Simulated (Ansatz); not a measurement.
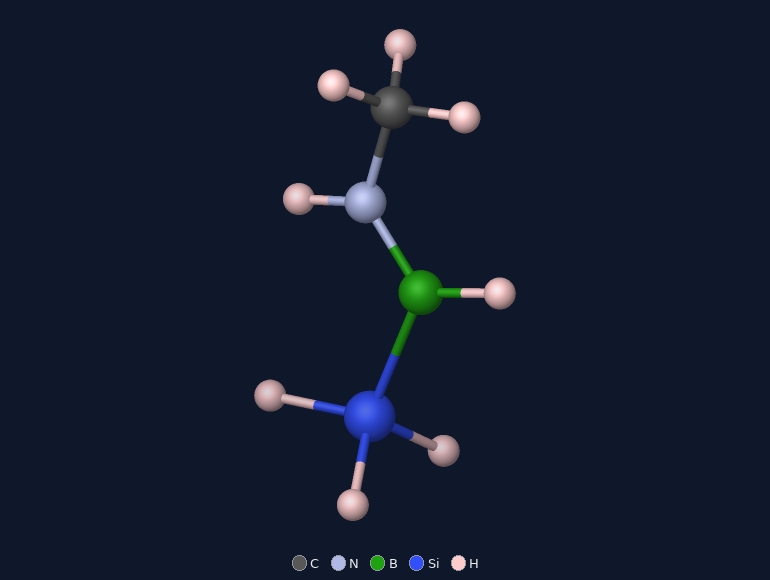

Identify the structure.

It has 12 atoms: 1 carbon, 8 hydrogen, 1 boron, 1 nitrogen and 1 silicon (CH₈BNSi). SMILES: `CNB[SiH3]`. It has no ring. Among its groups: Si–H bond, B–H bond. The point group is Cs. Coordination: 1 C tetrahedral; 1 N trigonal planar; 1 B trigonal planar; 1 Si tetrahedral.

The parts below concern this one geometry. Atoms keep their numbers from picture to picture. The geometry was computed by an optimisation with PBE0-D4/def2-TZVP.

Shape

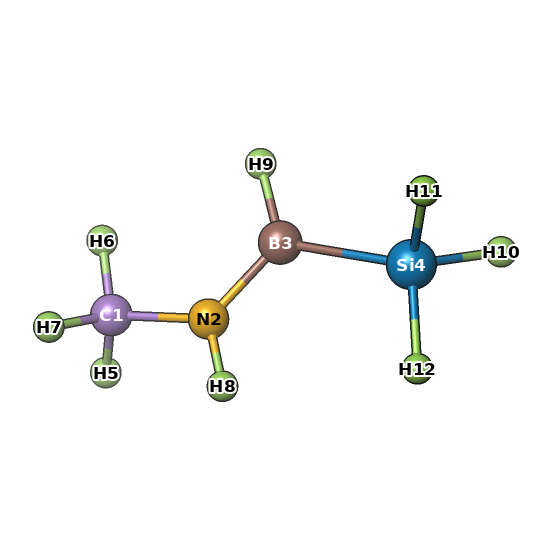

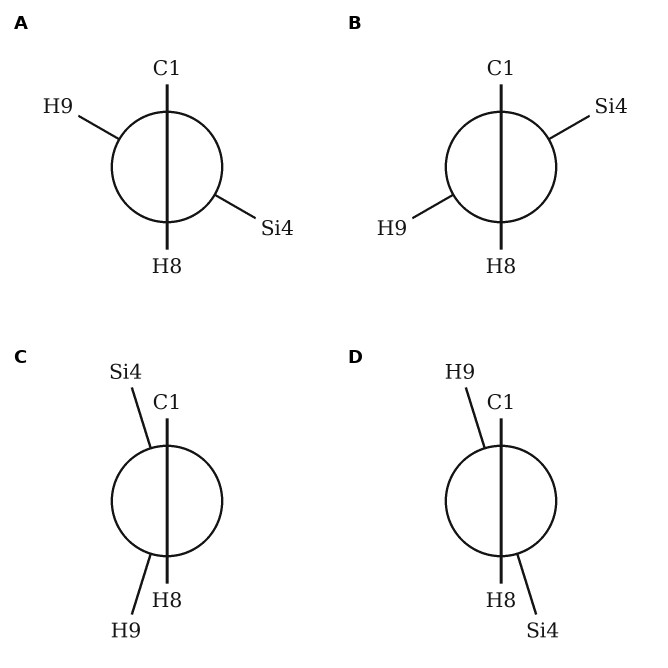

Atoms fade into the background with distance from the viewer. Bonds that would overlap in a projection are set slightly apart.

Which Newman projection shows the view along N2–B3, with N2 in front?

Answer. D. The torsion angle C1–N2–B3–Si4 is 180°, antiperiplanar (anti).

Levels of theory compared

Program: Ansatz 0.2.0.

Tabulate dipole (D) at these levels: B3LYP-D4/def2-TZVPP; PBE-D4/def2-TZVPP; PBE0-D4/def2-TZVP; r2SCAN-D4/def2-TZVPP; ωB97M-V/def2-TZVPP.

```csv
level,dipole (D)
B3LYP-D4/def2-TZVPP,2.71
PBE-D4/def2-TZVPP,2.82
PBE0-D4/def2-TZVP,2.72
r2SCAN-D4/def2-TZVPP,2.76
ωB97M-V/def2-TZVPP,2.70
```

Vibrations

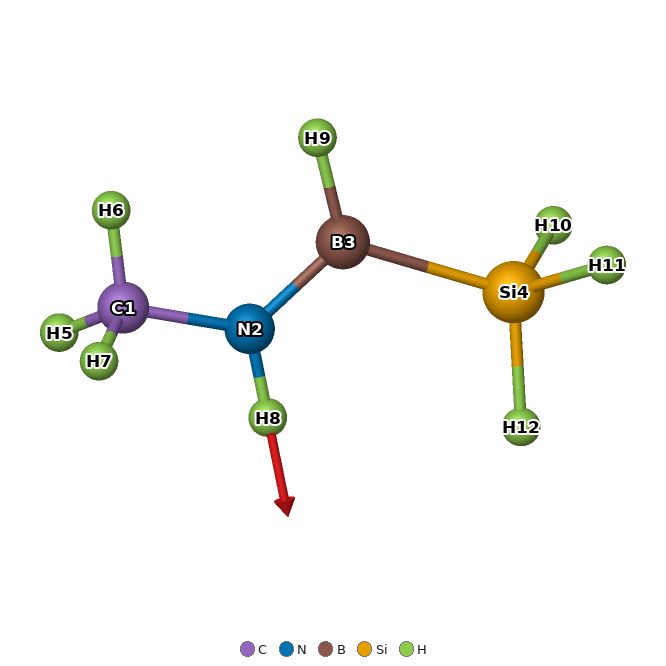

The arrows show one normal mode. Harmonic vibrations computed with RKS PBE0-D4/def2-TZVP (Ansatz 0.2.0) at a stationary point of the same level.

Describe the motion.

Answer. Mostly N–H stretching.

Estimate its harmonic wavenumber.

Answer. 3599 cm⁻¹; it is mode 30 of 30 counted from the lowest.

Thermal motion

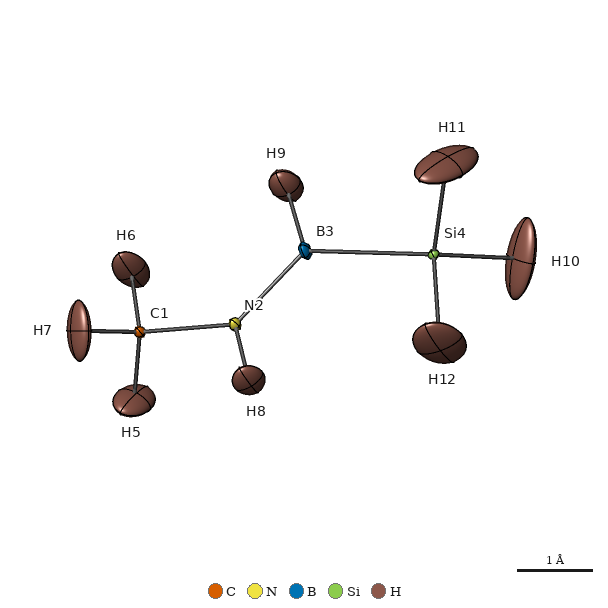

Displacement ellipsoids at the 50 % level, from the internal vibrations of the free molecule (harmonic, no overall translation or rotation; no half-axis is drawn under 0.075 Å). Vibrations computed with RKS PBE0-D4/def2-TZVP (Ansatz 0.2.0). Temperature: 200 K.

Give the displacement parameters, one line for each set of equivalent atoms.

| atom | U_eq (Å²) | rms amplitudes (Å) |
| --- | --- | --- |
| C1 | 0.0027 | 0.042, 0.051, 0.061 |
| N2 | 0.0033 | 0.038, 0.053, 0.074 |
| B3 | 0.0051 | 0.037, 0.074, 0.092 |
| Si4 | 0.00075 | 0.018, 0.022, 0.038 |
| H5, H7 | 0.0349 | 0.084, 0.165, 0.266 |
| H6 | 0.0306 | 0.083, 0.141, 0.255 |
| H8 | 0.0204 | 0.077, 0.140, 0.189 |
| H9 | 0.0241 | 0.105, 0.135, 0.208 |
| H10, H11 | 0.0588 | 0.090, 0.188, 0.365 |
| H12 | 0.0479 | 0.088, 0.216, 0.299 |

Charges

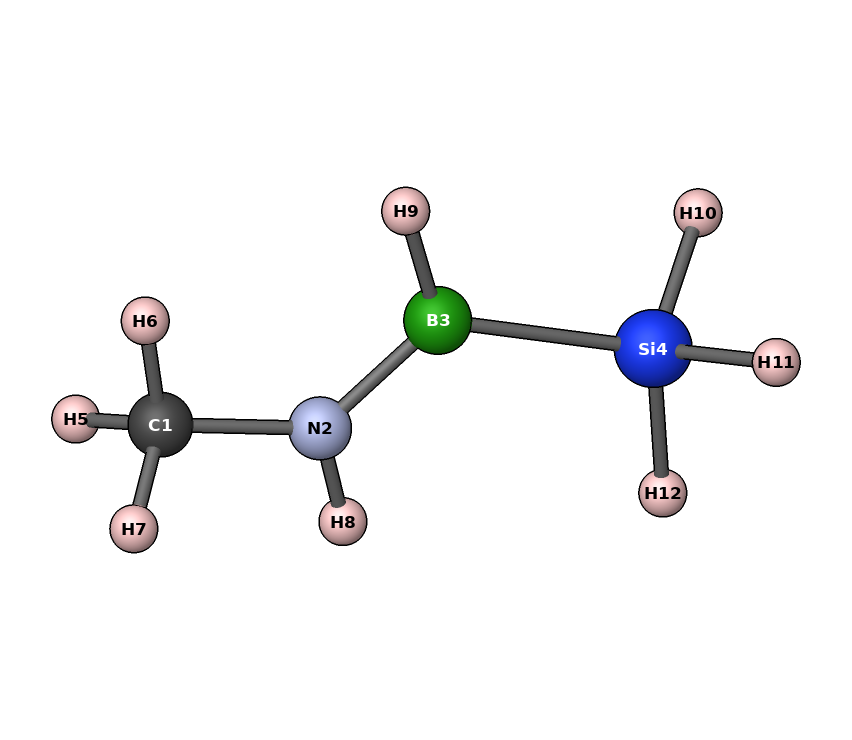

The questions are on Mulliken charges. Level of theory: RKS PBE0-D4/def2-TZVP (Ansatz 0.2.0).

List the Mulliken charges.

```
atom  value (e)
  C1      −0.26
  N2      −0.24
  B3       0.00
 Si4      −0.03
  H5       0.13
  H6       0.14
  H7       0.13
  H8       0.22
  H9       0.00
 H10      −0.03
 H11      −0.03
 H12      −0.05
```

Mulliken values depend strongly on the basis set and can even reverse the polarity of a bond.
